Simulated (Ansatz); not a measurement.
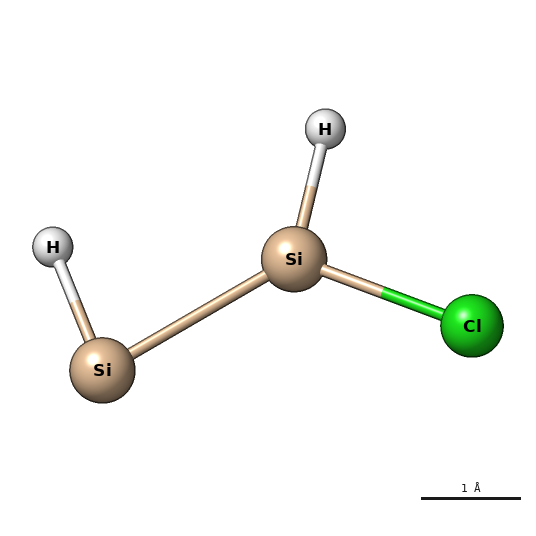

Ball-and-stick drawing of a structure. Every bond is drawn as one stick, whatever its order.

State: neutral, doublet. Computed geometry: PBE0-D4/def2-TZVP optimisation. No frequency run is at hand to confirm it as a minimum.

Identify the structure.

Formula ClH2Si2. The point group is Cs. It is an open-shell species. All atoms lie on one plane. Coordination: 1 Si bent; 1 Si trigonal planar.

The parts below concern this one geometry. Atoms keep their numbers from picture to picture.

**Geometry**

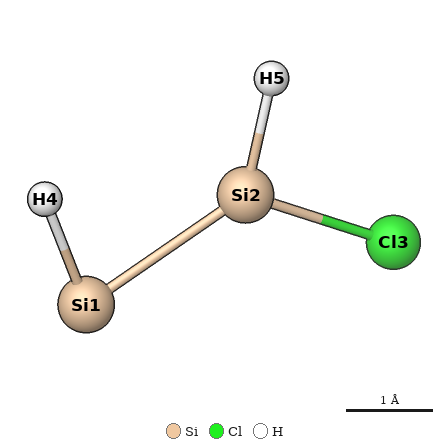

The atoms are numbered. No frequency run is at hand to confirm it as a minimum.

What are the angles Si2–Si1–H4, Si1–Si2–Cl3, Si1–Si2–H5, Cl3–Si2–H5?

| angle | degrees |
| --- | --- |
| Si2–Si1–H4 | 80.4 |
| Si1–Si2–Cl3 | 124.4 |
| Si1–Si2–H5 | 131.6 |
| Cl3–Si2–H5 | 104.0 |

**Electronic properties**

No frequency run is at hand to confirm it as a minimum. Properties computed with UKS PBE0-D4/def2-TZVPP (Ansatz 0.2.0).

> What is the HOMO energy (Kohn–Sham orbital)?

−6.55 eV.

> Give the ⟨S²⟩ of the determinant at this level.

0.757.

**Charges**

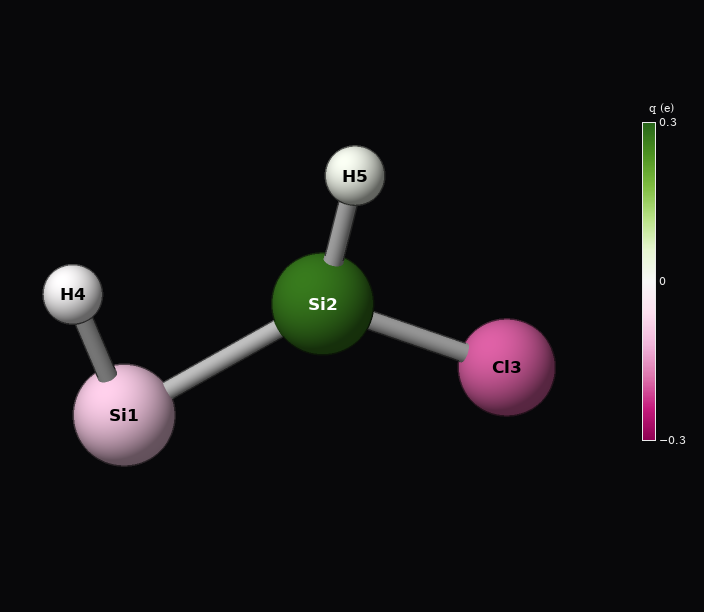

Atoms are coloured by their Mulliken charges. No frequency run is at hand to confirm it as a minimum. Level of theory: UKS PBE0-D4/def2-TZVP (Ansatz 0.2.0).

Give the Mulliken charges atom by atom.

```tsv
atom	value (e)
Si1	−0.09
Si2	0.28
Cl3	−0.20
H4	0.00
H5	0.02
```

**Dipole moment**

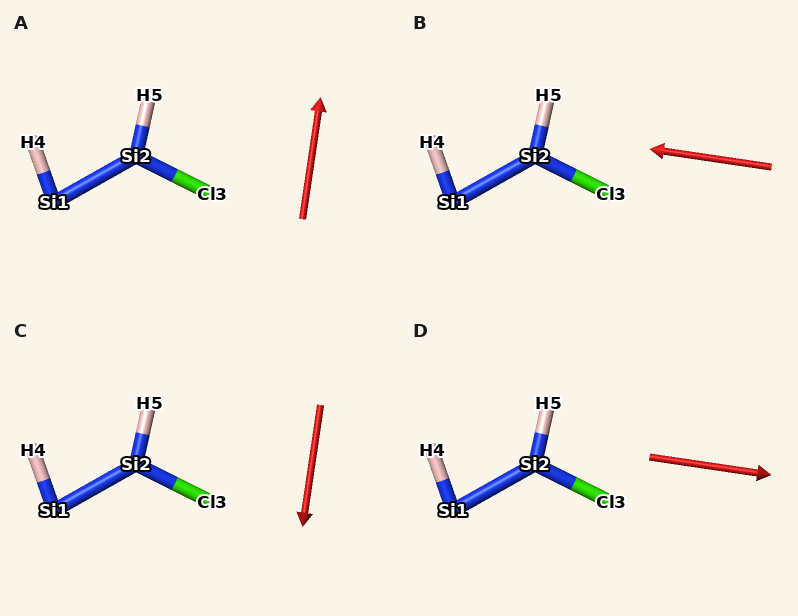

The same molecule four times, each with an arrow. No frequency run is at hand to confirm it as a minimum. Method: UKS PBE0-D4/def2-TZVP (Ansatz 0.2.0).

> Which arrow points along the dipole moment, from the negative to the positive end?

A. The dipole moment is 1.00 D; it points from the side of Si1 to the side of H5 (the outermost atoms at the two ends).

Mulliken values depend strongly on the basis set and can even reverse the polarity of a bond.
